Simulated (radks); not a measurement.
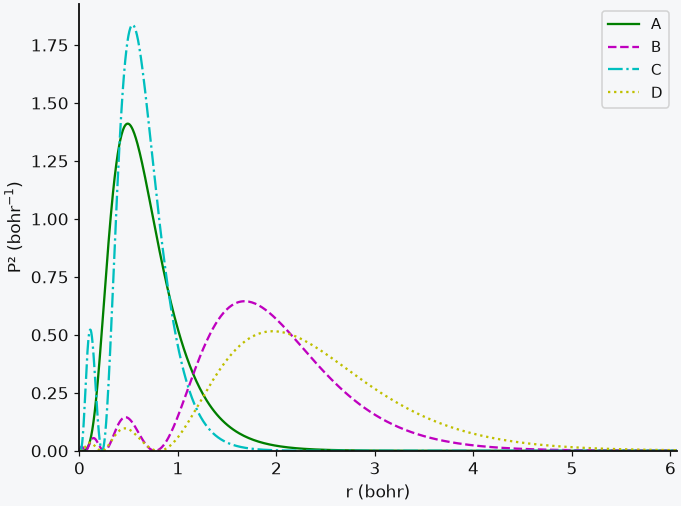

System: the germanium ion Ge⁺, configuration [Ar] 3d10 4s2 4p1 (high spin). Method: non-relativistic Kohn-Sham, Slater X-alpha with alpha = 1.046, spin-polarised, spherical densities, point nucleus; computed with the in-house radial solver radks.

The plot shows the radial probability densities P² of 3p up, 4p up, 4s up and 3d up.

Q: Which curve belongs to which orbital?

Answer: A is 3d up; B is 4s up; C is 3p up; D is 4p up. 3p up: outer maximum at 0.539 bohr, ⟨r⟩ = 0.639 bohr, 1 node, eigenvalue −136.0 eV; 3d up: outer maximum at 0.490 bohr, ⟨r⟩ = 0.696 bohr, 0 nodes, eigenvalue −49.9 eV; 4s up: outer maximum at 1.68 bohr, ⟨r⟩ = 1.96 bohr, 3 nodes, eigenvalue −23.8 eV; 4p up: outer maximum at 1.96 bohr, ⟨r⟩ = 2.33 bohr, 2 nodes, eigenvalue −14.7 eV.
